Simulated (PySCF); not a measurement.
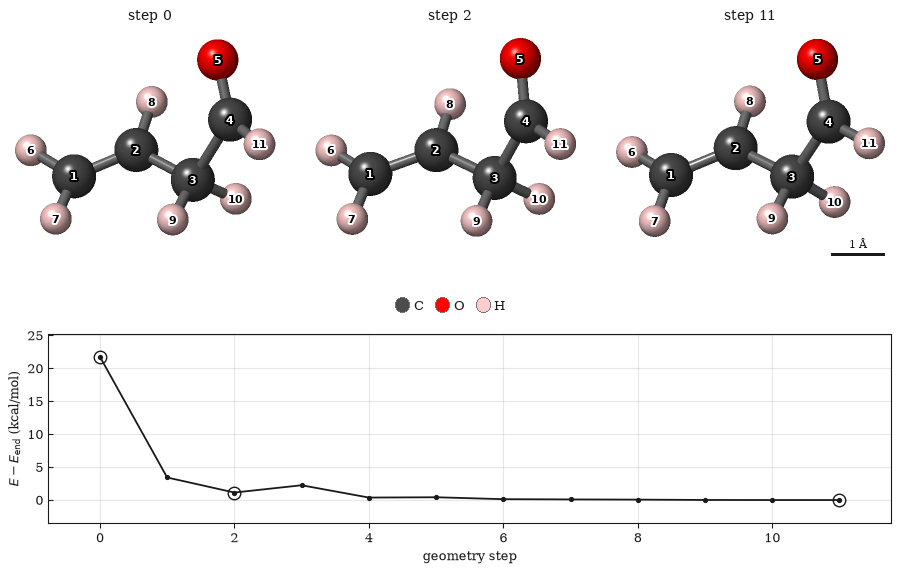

Frames of a relaxation of C4H6O, marked on the history of the run. The picture is a ball-and-stick view, seen at a tilt.

The start comes from MMFF94s. Its atoms were then displaced at random by about 0.03 Å.

Computed with PBE0-D3(BJ)/def2-SVP geometry optimisation, gas phase in PySCF. 

What happens along the run?

Answer. The energy falls by 21.8 kcal/mol in 11 geometry steps. The largest move after the best rigid fit is that of H11, 0.21 Å. By element the largest moves are H 0.21 Å, C 0.12 Å, O 0.04 Å. Among the contacts that change: C3–C4 1.671 → 1.507 Å, C1–H6 1.203 → 1.093 Å, C4–H11 1.053 → 1.123 Å, C1–H7 1.035 → 1.095 Å. Among the angles between lasting bonds that change: O5–C4–H11 129.2° → 120.8°, H9–C3–H10 112.1° → 104.8°, C2–C1–H7 128.8° → 121.6°. The run took 56 s on 1 thread of Intel(R) Xeon(R) Platinum 8375C CPU @ 2.90GHz, with other jobs on the host. From step 0 to 2: C1 moves most (0.11 Å), energy −20.6 kcal/mol. From step 2 to 11: H11 moves most (0.20 Å), energy −1.14 kcal/mol.
